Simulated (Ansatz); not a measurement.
**CuCH2+ (quintet): from Hartree-Fock to the top rungs, def2-SVP**

How much of the correlation energy of CuCH2+ (quintet) does each wave-function method recover here?

Program: Ansatz 0.2.0, Gaussian basis. Level of theory: def2-SVP, core rule «outside noble gas», up to 10 orbitals frozen. These are calculated values, not measurements.

The runs, in order: UHF; CCSD(T) on ROHF; CCSD(T) on UHF; CISD; CCSDT(Q) on ROHF; CCSDT(Q) on UHF; CASSCF and MRCISD+Q, 16 electrons in 12 orbitals; CASSCF and NEVPT2, 16 electrons in 12 orbitals.

6 further runs of the same task are left out: 2 for a known fault of the program, 4 set aside as unsound or not needed.

## 1. The geometry

The geometry is a PBE0/def2-TZVP stationary point (not a proven minimum) of the parent state, kept for this charge and spin.

4 atoms, charge 1, spin multiplicity 5.

Atoms are counted from 1 here; the program's logs count them from 0.

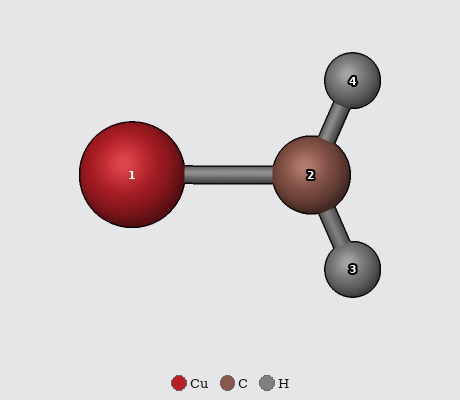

The structure; copper red, carbon brown, hydrogen grey; atoms are numbered from 1 in the order of the file.

In the tables R marks a restricted open-shell determinant and U an unrestricted one; 'valence' is the active space of 16 electrons in 12 orbitals; energies count from the table's Hartree-Fock row.

## 2. UHF

in.yaml

```yaml
crystal:
  periodic: [false, false, false]
  atoms:
    - {symbol: Cu, position_ang: [0.000000, 0.000000, 0.352361]}
    - {symbol: C, position_ang: [0.000000, 0.000000, -1.533947]}
    - {symbol: H, position_ang: [0.000000, -0.996254, -1.968048]}
    - {symbol: H, position_ang: [0.000000, 0.996254, -1.968048]}
basis:
  gaussian: {orbitals: def2-SVP}
total_charge: 1
magnetization: {spin_polarized: true, initial_magnetization: 4}
hamiltonian: {xc: hf}
output: {orbitals: {seedname: orbitals}}
```

Command:

```bash
ansatz run in.yaml --threads 1 --pin off --events-out ev --progress --plain --max-ram 4096MiB --backend cpu
```

Log:

```text
Functional definition: HF
  name "HF"
  cite "Fock, Z. Phys. 61, 126 (1930) doi:10.1007/BF01340294"
  parent pbe
  exchange = exact_x
  correlation = 0
600 factors; integrals over basis functions are off by at most 9.4e-4 eV
mean field evaluation 1: about -45619.5163 eV, gradient 6.1e1 eV
mean field evaluation 2: about -45619.6627 eV, gradient 6.1e1 eV
mean field evaluation 4: about -45634.4786 eV, gradient 1.3e1 eV
mean field evaluation 8: about -45640.4419 eV, gradient 1.6e0 eV
mean field evaluation 16: about -45640.4718 eV, gradient 6.7e-5 eV
mean field evaluation 32: about -45635.6317 eV, gradient 2.1e1 eV
mean field evaluation 64: about -45639.4713 eV, gradient 2.7e1 eV
mean field evaluation 96: about -45640.4455 eV, gradient 5.8e-2 eV
mean field evaluation 128: about -45640.4046 eV, gradient 1.6e-1 eV
mean field evaluation 160: about -45632.3256 eV, gradient 2.8e1 eV
mean field evaluation 192: about -45640.4168 eV, gradient 3.3e-2 eV
mean field evaluation 224: about -45634.6055 eV, gradient 1.7e1 eV
mean field evaluation 256: about -45635.5020 eV, gradient 3.8e0 eV
mean field evaluation 288: about -45640.2990 eV, gradient 1.6e0 eV
mean field -45640.47179068 eV, -1677.2564020845 hartree, gradient 3.6e-6 eV, S^2 6.015162; 4 other end points of the search recorded, 0 dependent functions left out
reference -45640.47179068 eV, -1677.2564020845 hartree; 20, 16 occupied and 35, 39 virtual orbitals, 600 factors
Total energy: -45640.47179068 eV, -1677.2564020845 hartree
```

Wall time 3.5 s (1 thread of AMD EPYC 7R13, shared host).

From the report: ⟨S²⟩ of the determinant 6.015 (pure quintet: 6.00).

## 3. CCSD(T) on ROHF

Edit in.yaml of step 2 so:

```diff
@@ -10,4 +10,3 @@
 total_charge: 1
-magnetization: {spin_polarized: true, initial_magnetization: 4}
-hamiltonian: {xc: hf}
-output: {orbitals: {seedname: orbitals}}
+magnetization: {spin_polarized: false, initial_magnetization: 4}
+correlation: {method: ccsd_t, electrons: outside_noble_gas}
```

Launched as before.

Log (excerpt; [...] marks lines left out):

```text
Functional definition: HF
  name "HF"
  cite "Fock, Z. Phys. 61, 126 (1930) doi:10.1007/BF01340294"
  parent pbe
[...]
600 factors; integrals over basis functions are off by at most 9.4e-4 eV
[...]
mean field -45640.25970074 eV, -1677.2486079232 hartree, gradient 7.9e-9 eV, S^2 6.000000; 21 other end points of the search recorded, 0 dependent functions left out
[...]
determinant -45640.25970074 eV, -1677.2486079232 hartree, with singles and doubles -45648.56821209 eV, -1677.5539400833 hartree
determinant -45640.22992967 eV, -1677.2475138564 hartree, with singles and doubles -45648.54343420 eV, -1677.5530295127 hartree
determinant -45640.22888098 eV, -1677.2474753177 hartree, with singles and doubles -45648.54337971 eV, -1677.5530275105 hartree
determinant -45640.20481388 eV, -1677.2465908683 hartree, with singles and doubles -45648.47828036 eV, -1677.5506351533 hartree
[...]
determinant -45640.22992967 eV, -1677.2475138564 hartree, with singles and doubles -45648.54452543 eV, -1677.5530696149 hartree
determinant -45640.22888098 eV, -1677.2474753177 hartree, with singles and doubles -45648.54423633 eV, -1677.5530589903 hartree
determinant -45640.20481388 eV, -1677.2465908683 hartree, with singles and doubles -45648.47929388 eV, -1677.5506723996 hartree
determinant -45640.12938767 eV, -1677.2438190062 hartree, with singles and doubles -45648.35159678 eV, -1677.5459796175 hartree
10 core orbitals not correlated: weight in the atoms' cores, before any rotation towards them, 1.000 or more for the frozen orbitals, at most 0.000 for the correlated occupied ones
reference -45640.25970074 eV, -1677.2486079232 hartree; 10, 6 occupied and 35, 39 virtual orbitals, 600 factors
second order -7.85016620 eV of doubles, -0.09005072 eV of singles
cycle   1  -8.31210707 eV  change    2.1e-6 eV  update   3.8e-6
perturbative correction -0.24560170 eV, -0.0090256959 hartree
Total energy: -45648.81740951 eV, -1677.5630979197 hartree
```

It took 34 s on 1 thread of AMD EPYC 7R13, shared host.

From the report: correlation -8.5577 eV; T1 0.019; largest double amplitude 0.03.

## 4. CCSD(T) on UHF

Edit in.yaml of step 3 so:

```diff
@@ -10,3 +10,3 @@
 total_charge: 1
-magnetization: {spin_polarized: false, initial_magnetization: 4}
+magnetization: {spin_polarized: true, initial_magnetization: 4}
 correlation: {method: ccsd_t, electrons: outside_noble_gas}
```

Launched as before.

Log (excerpt; [...] marks lines left out):

```text
Functional definition: HF
  name "HF"
  cite "Fock, Z. Phys. 61, 126 (1930) doi:10.1007/BF01340294"
  parent pbe
[...]
600 factors; integrals over basis functions are off by at most 9.4e-4 eV
[...]
mean field -45640.47179068 eV, -1677.2564020845 hartree, gradient 2.3e-6 eV, S^2 6.015162; 20 other end points of the search recorded, 0 dependent functions left out
determinant -45640.47179068 eV, -1677.2564020845 hartree, with singles and doubles -45648.61907102 eV, -1677.5558091146 hartree
determinant -45640.44592882 eV, -1677.2554516786 hartree, with singles and doubles -45648.59602311 eV, -1677.5549621196 hartree
determinant -45640.44500332 eV, -1677.2554176672 hartree, with singles and doubles -45648.59586001 eV, -1677.5549561259 hartree
determinant -45640.41686951 eV, -1677.2543837687 hartree, with singles and doubles -45648.53082207 eV, -1677.5525660254 hartree
[...]
determinant -45640.44592882 eV, -1677.2554516786 hartree, with singles and doubles -45648.59687145 eV, -1677.5549932957 hartree
determinant -45640.44500332 eV, -1677.2554176672 hartree, with singles and doubles -45648.59659901 eV, -1677.5549832835 hartree
determinant -45640.41686951 eV, -1677.2543837687 hartree, with singles and doubles -45648.53175310 eV, -1677.5526002405 hartree
determinant -45640.33231325 eV, -1677.2512763837 hartree, with singles and doubles -45648.40302627 eV, -1677.5478696166 hartree
10 core orbitals not correlated: weight in the atoms' cores, before any rotation towards them, 1.000 or more for the frozen orbitals, at most 0.000 for the correlated occupied ones
reference -45640.47179068 eV, -1677.2564020845 hartree; 10, 6 occupied and 35, 39 virtual orbitals, 600 factors
second order -7.78578696 eV of doubles, -0.00000000 eV of singles
cycle   1  -8.15050302 eV  change    1.8e-6 eV  update   3.6e-6
perturbative correction -0.24460368 eV, -0.0089890194 hartree
Total energy: -45648.86689737 eV, -1677.5649165651 hartree
```

Run time: 24 s. Hardware: 1 thread of AMD EPYC 7R13, shared host.

From the report: ⟨S²⟩ of the determinant 6.015 (pure quintet: 6.00); correlation -8.3951 eV; T1 0.015; largest double amplitude 0.03.

## 5. CISD

Edit in.yaml of step 4 so:

```diff
@@ -10,3 +10,3 @@
 total_charge: 1
-magnetization: {spin_polarized: true, initial_magnetization: 4}
-correlation: {method: ccsd_t, electrons: outside_noble_gas}
+magnetization: {spin_polarized: false, initial_magnetization: 4}
+correlation: {active_space: {ras: {orbitals: [6, 4, 35], electrons: 16, max_holes: 2, max_particles: 2}, fixed_orbitals: true}}
```

Same command.

Log (excerpt; [...] marks lines left out):

```text
Functional definition: HF
  name "HF"
  cite "Fock, Z. Phys. 61, 126 (1930) doi:10.1007/BF01340294"
  parent pbe
[...]
600 factors; integrals over basis functions are off by at most 9.4e-4 eV
[...]
mean field -45640.25970074 eV, -1677.2486079232 hartree, gradient 7.9e-9 eV, S^2 6.000000; 20 other end points of the search recorded, 0 dependent functions left out
reference -45640.25970074 eV, -1677.2486079232 hartree; 20, 16 occupied and 35, 39 virtual orbitals, 600 factors
state -45648.08778012 eV, -1677.5362845344 hartree
Total energy: -45648.08778012 eV, -1677.5362845344 hartree
```

Run time: 57 s. Hardware: 1 thread of AMD EPYC 7R13, shared host.

From the report: 294,859 determinants.

## 6. CCSDT(Q) on ROHF

Edit in.yaml of step 5 so:

```diff
@@ -11,2 +11,2 @@
 magnetization: {spin_polarized: false, initial_magnetization: 4}
-correlation: {active_space: {ras: {orbitals: [6, 4, 35], electrons: 16, max_holes: 2, max_particles: 2}, fixed_orbitals: true}}
+correlation: {method: ccsdt_q, electrons: outside_noble_gas}
```

Command:

```bash
ansatz run in.yaml --threads 2 --pin off --events-out ev --progress --plain --max-ram 24576MiB --backend cuda --devices 0, --max-vram 18GiB
```

Log (excerpt; [...] marks lines left out):

```text
Functional definition: HF
  name "HF"
  cite "Fock, Z. Phys. 61, 126 (1930) doi:10.1007/BF01340294"
  parent pbe
[...]
1035 factors; integrals over basis functions are off by at most 2.7e-7 eV
[...]
mean field -45640.25989656 eV, -1677.2486151192 hartree, gradient 3.6e-9 eV, S^2 6.000000; 21 other end points of the search recorded, 0 dependent functions left out
[...]
determinant -45640.25989656 eV, -1677.2486151192 hartree, with singles and doubles -45648.56840530 eV, -1677.5539471839 hartree
determinant -45640.23012162 eV, -1677.2475209105 hartree, with singles and doubles -45648.54362335 eV, -1677.5530364638 hartree
determinant -45640.22907210 eV, -1677.2474823413 hartree, with singles and doubles -45648.54356814 eV, -1677.5530344349 hartree
determinant -45640.20500947 eV, -1677.2465980560 hartree, with singles and doubles -45648.47847291 eV, -1677.5506422296 hartree
[...]
determinant -45640.22907210 eV, -1677.2474823413 hartree, with singles and doubles -45648.54442480 eV, -1677.5530659166 hartree
determinant -45640.20500947 eV, -1677.2465980560 hartree, with singles and doubles -45648.47948627 eV, -1677.5506794697 hartree
determinant -45640.12958470 eV, -1677.2438262470 hartree, with singles and doubles -45648.35178912 eV, -1677.5459866859 hartree
[...]
10 core orbitals not correlated: weight in the atoms' cores, before any rotation towards them, 1.000 or more for the frozen orbitals, at most 0.000 for the correlated occupied ones
reference -45640.25989656 eV, -1677.2486151192 hartree; 10, 6 occupied and 35, 39 virtual orbitals, 1035 factors
second order -7.85016913 eV of doubles, -0.09005060 eV of singles
cycle   1  -8.00443895 eV  change   -6.2e-2 eV  update   8.4e-2
[...]
cycle  26  -8.56685933 eV  change   -2.2e-7 eV  update   1.4e-6
perturbative correction 0.02324001 eV, 0.0008540547 hartree
Total energy: -45648.80351588 eV, -1677.5625873381 hartree
```

Wall time 22 s (1 × H100 (card shared with other runs) with 2 threads of AMD EPYC 7R13, shared host); peak host memory 0.94 GiB.

From the report: correlation -8.5436 eV; T1 0.020; largest double amplitude 0.03.

## 7. CCSDT(Q) on UHF

Edit in.yaml of step 6 so:

```diff
@@ -10,3 +10,3 @@
 total_charge: 1
-magnetization: {spin_polarized: false, initial_magnetization: 4}
+magnetization: {spin_polarized: true, initial_magnetization: 4}
 correlation: {method: ccsdt_q, electrons: outside_noble_gas}
```

Launched as before.

Log (excerpt; [...] marks lines left out):

```text
Functional definition: HF
  name "HF"
  cite "Fock, Z. Phys. 61, 126 (1930) doi:10.1007/BF01340294"
  parent pbe
[...]
1035 factors; integrals over basis functions are off by at most 2.7e-7 eV
[...]
mean field -45640.47198672 eV, -1677.2564092890 hartree, gradient 2.3e-6 eV, S^2 6.015162; 20 other end points of the search recorded, 0 dependent functions left out
determinant -45640.47198672 eV, -1677.2564092890 hartree, with singles and doubles -45648.61926445 eV, -1677.5558162230 hartree
determinant -45640.44612105 eV, -1677.2554587430 hartree, with singles and doubles -45648.59621265 eV, -1677.5549690851 hartree
determinant -45640.44519479 eV, -1677.2554247035 hartree, with singles and doubles -45648.59604875 eV, -1677.5549630620 hartree
determinant -45640.41706534 eV, -1677.2543909656 hartree, with singles and doubles -45648.53101480 eV, -1677.5525731084 hartree
[...]
determinant -45640.44519479 eV, -1677.2554247035 hartree, with singles and doubles -45648.59678758 eV, -1677.5549902133 hartree
determinant -45640.41706534 eV, -1677.2543909656 hartree, with singles and doubles -45648.53194582 eV, -1677.5526073227 hartree
determinant -45640.33251091 eV, -1677.2512836475 hartree, with singles and doubles -45648.40321422 eV, -1677.5478765237 hartree
10 core orbitals not correlated: weight in the atoms' cores, before any rotation towards them, 1.000 or more for the frozen orbitals, at most 0.000 for the correlated occupied ones
reference -45640.47198672 eV, -1677.2564092890 hartree; 10, 6 occupied and 35, 39 virtual orbitals, 1035 factors
second order -7.78578881 eV of doubles, -0.00000000 eV of singles
cycle   1  -7.83991974 eV  change   -5.4e-2 eV  update   8.3e-2
[...]
cycle  26  -8.40426292 eV  change    1.0e-7 eV  update   1.2e-6
perturbative correction 0.01837041 eV, 0.0006751000 hartree
Total energy: -45648.85787924 eV, -1677.5645851547 hartree
```

Wall time 37 s (1 × H100 (card shared with other runs) with 2 threads of AMD EPYC 7R13, shared host); peak host memory 0.89 GiB.

From the report: ⟨S²⟩ of the determinant 6.015 (pure quintet: 6.00); correlation -8.3859 eV; T1 0.016; largest double amplitude 0.03.

## 8. CASSCF and MRCISD+Q, 16 electrons in 12 orbitals

Edit in.yaml of step 7 so:

```diff
@@ -10,3 +10,3 @@
 total_charge: 1
-magnetization: {spin_polarized: true, initial_magnetization: 4}
-correlation: {method: ccsdt_q, electrons: outside_noble_gas}
+magnetization: {spin_polarized: false, initial_magnetization: 4}
+correlation: {method: fic_mrcisd_q, electrons: outside_noble_gas, active_space: {window: {electrons: 16, orbitals: 12}, shells: [{species: C, l: s, shell: 2}, {species: C, l: p, shell: 2}, {species: Cu, l: s, shell: 4}, {species: Cu, l: d, shell: 3}, {species: H, l: s, shell: 1}]}}
```

Same command.

Log (excerpt; [...] marks lines left out):

```text
Functional definition: HF
  name "HF"
  cite "Fock, Z. Phys. 61, 126 (1930) doi:10.1007/BF01340294"
  parent pbe
[...]
1035 factors; integrals over basis functions are off by at most 2.7e-7 eV
[...]
mean field -45640.25989656 eV, -1677.2486151192 hartree, gradient 2.2e-6 eV, S^2 6.000000; 20 other end points of the search recorded, 0 dependent functions left out
reference -45640.25989656 eV, -1677.2486151192 hartree; 20, 16 occupied and 35, 39 virtual orbitals, 1035 factors
state -45641.29093679 eV, -1677.2865051487 hartree
contracted CI cycle   1: correlation 0.00000000 eV, 0.0000000000 hartree, residual 3.68e1 eV
contracted CI cycle   2: correlation -6.76632554 eV, -0.2486578771 hartree, residual 3.49e0 eV
contracted CI cycle   3: correlation -6.90819778 eV, -0.2538715857 hartree, residual 1.03e0 eV
contracted CI cycle   4: correlation -6.91728286 eV, -0.2542054562 hartree, residual 2.02e-1 eV
contracted CI cycle   5: correlation -6.91780352 eV, -0.2542245904 hartree, residual 6.38e-2 eV
contracted CI cycle   6: correlation -6.91784799 eV, -0.2542262244 hartree, residual 1.71e-2 eV
contracted CI cycle   7: correlation -6.91785164 eV, -0.2542263586 hartree, residual 4.94e-3 eV
contracted CI cycle   8: correlation -6.91785190 eV, -0.2542263683 hartree, residual 1.09e-3 eV
contracted CI cycle   9: correlation -6.91785192 eV, -0.2542263688 hartree, residual 2.89e-4 eV
state -45641.29093679 eV, -1677.2865051487 hartree; corrected -45648.61410420 eV, -1677.5556265875 hartree
Total energy: -45648.61410420 eV, -1677.5556265875 hartree
Checks for a lower state left out: starts, orbital_swaps
```

It took 26 s on 1 × H100 (card shared with other runs) with 2 threads of AMD EPYC 7R13, shared host; peak host memory 1.2 GiB.

From the report: 15,232 determinants; active occupations 2.00, 2.00, 2.00, 2.00, 1.98, 1.98, 1.00, 1.00, 1.00, 1.00, 0.02, 0.02.

## 9. CASSCF and NEVPT2, 16 electrons in 12 orbitals

in.yaml

```yaml
crystal:
  periodic: [false, false, false]
  atoms:
    - {symbol: Cu, position_ang: [0.000000, 0.000000, 0.352361]}
    - {symbol: C, position_ang: [0.000000, 0.000000, -1.533947]}
    - {symbol: H, position_ang: [0.000000, -0.996254, -1.968048]}
    - {symbol: H, position_ang: [0.000000, 0.996254, -1.968048]}
basis:
  gaussian: {orbitals: def2-SVP}
total_charge: 1
magnetization: {spin_polarized: false, initial_magnetization: 4}
correlation: {method: sc_nevpt2, electrons: outside_noble_gas, active_space: {window: {electrons: 16, orbitals: 12}, shells: [{species: C, l: s, shell: 2}, {species: C, l: p, shell: 2}, {species: Cu, l: s, shell: 4}, {species: Cu, l: d, shell: 3}, {species: H, l: s, shell: 1}]}}
```

Command:

```bash
ansatz run in.yaml --threads 1 --pin off --events-out ev --progress --plain --max-ram 4096MiB --backend cpu
```

Log (excerpt; [...] marks lines left out):

```text
Functional definition: HF
  name "HF"
  cite "Fock, Z. Phys. 61, 126 (1930) doi:10.1007/BF01340294"
  parent pbe
[...]
1035 factors; integrals over basis functions are off by at most 2.7e-7 eV
[...]
mean field -45640.25989656 eV, -1677.2486151192 hartree, gradient 2.3e-6 eV, S^2 6.000000; 20 other end points of the search recorded, 0 dependent functions left out
reference -45640.25989656 eV, -1677.2486151192 hartree; 20, 16 occupied and 35, 39 virtual orbitals, 1035 factors
state -45641.29093679 eV, -1677.2865051487 hartree
state -45641.29093679 eV, -1677.2865051487 hartree; corrected -45647.60887319 eV, -1677.5186850290 hartree
Total energy: -45647.60887319 eV, -1677.5186850290 hartree
Checks for a lower state left out: starts, orbital_swaps
```

Run time: 15 s. Hardware: 1 thread of AMD EPYC 7R13, shared host.

From the report: 15,232 determinants; active occupations 2.00, 2.00, 2.00, 2.00, 1.98, 1.98, 1.00, 1.00, 1.00, 1.00, 0.02, 0.02.

## 10. How many determinants matter

Natural occupations of the CASSCF valence state about the gap (report; correlated orbitals 6 to 12): 1.977, 1.002, 1.001, 1.000, 1.000, 0.023, 0.017. The count of effectively unpaired electrons, Σ n²(2 − n)², is 4.01; a single determinant of this spin has 4.

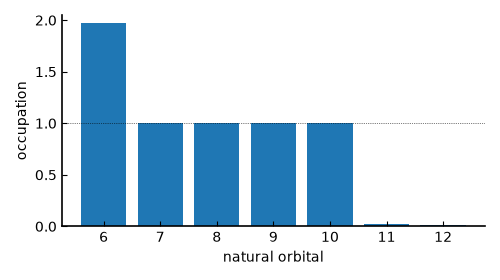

Natural occupations of the CASSCF valence state.

## 11. Misses and costs

No level here is safe as a reference; RCCSDT(Q) serves as a yardstick only. Rows without a time come out of other runs: HF, MP2 and CCSD of CCSD(T), CCSDT of CCSDT(Q), CASSCF and MRCISD of the multireference runs.

Differences are taken before rounding.

```
          method  energy from the lowest ROHF (kcal/mol)  from RCCSDT(Q) (kcal/mol)        time
             ROHF                                   0.00                    +197.03            
             UHF                                  -4.89                    +192.13            
            RMP2                                -183.11                     +13.92            
            UMP2                                -184.44                     +12.59            
            CISD                                -180.52                     +16.51        57 s
           RCCSD                                -191.68                      +5.34            
           UCCSD                                -192.85                      +4.18            
        RCCSD(T)                                -197.35                      -0.32        34 s
        UCCSD(T)                                -198.49                      -1.46        24 s
          RCCSDT                                -197.56                      -0.54            
          UCCSDT                                -198.70                      -1.68            
       RCCSDT(Q)                                -197.03                          0  22 s (GPU)
       UCCSDT(Q)                                -198.28                      -1.25  37 s (GPU)
  CASSCF valence                                 -23.78                    +173.24            
  NEVPT2 valence                                -169.48                     +27.55        15 s
  MRCISD valence                                -183.31                     +13.71            
MRCISD+Q valence                                -192.66                      +4.37  26 s (GPU)
```

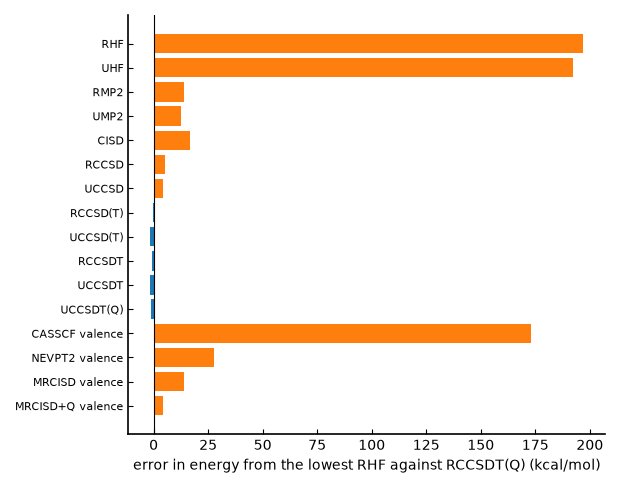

Deviations from RCCSDT(Q), method by method.

Some runs used a GPU and others CPU threads alone; cost is compared among the CPU runs only.

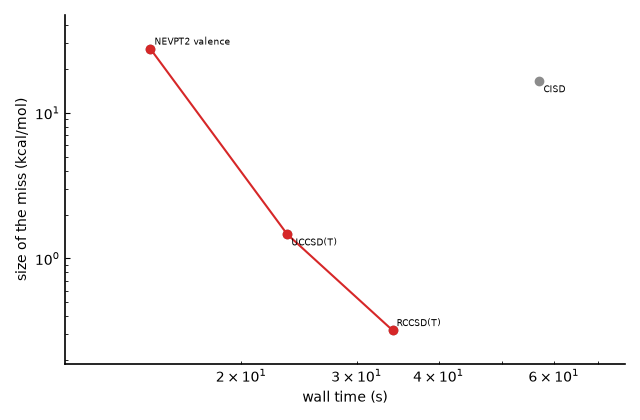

Accuracy for the time spent; red marks the levels that beat every quicker one drawn. Times are from a shared host.

## 12. Results

```
                       quantity            value
  RCCSDT(Q) from the ROHF energy       -8.5438 eV
            RMP2 from RCCSDT(Q)  +13.92 kcal/mol
            UMP2 from RCCSDT(Q)  +12.59 kcal/mol
           RCCSD from RCCSDT(Q)   +5.34 kcal/mol
        RCCSD(T) from RCCSDT(Q)   -0.32 kcal/mol
        UCCSD(T) from RCCSDT(Q)   -1.46 kcal/mol
       UCCSDT(Q) from RCCSDT(Q)   -1.25 kcal/mol
  NEVPT2 valence from RCCSDT(Q)  +27.55 kcal/mol
MRCISD+Q valence from RCCSDT(Q)   +4.37 kcal/mol
                  T1 diagnostic            0.019
 effectively unpaired electrons             4.01
```

RCCSD(T) misses by -0.32 kcal/mol, 0.2 % of the correlation energy. CCSD(T) misses by -0.32 kcal/mol on the restricted determinant and by -1.46 kcal/mol on the unrestricted one; the two need not hold the same state or core. One determinant dominates.

With open shells the CI space here admits some triples and quadruples, so it is larger than plain CISD.
